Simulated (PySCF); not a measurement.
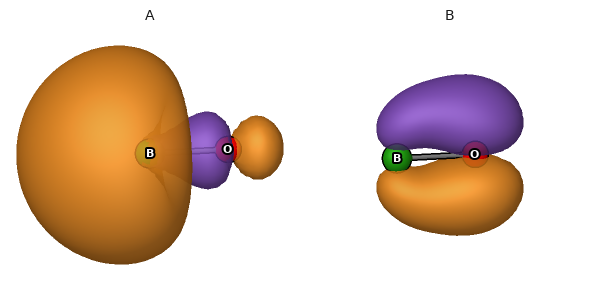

The picture shows: BO (charge −1). Two frontier orbitals, each drawn at the value that holds 80 % of its norm (orange and purple are the two phases), in no order; of a degenerate pair one member is drawn.

Computed with PBE0/def2-SVPD, non-relativistic Hamiltonian with scalar-relativistic core potentials where named, at a bond length of 1.237 Å in PySCF.

**Label each orbital by symmetry, say whether it is occupied, and order them by energy.**

Orbital B: π, occupied, −3.31 eV; mainly on O (75 %).
Orbital A: σ, occupied, −0.29 eV; mainly on B (90 %).
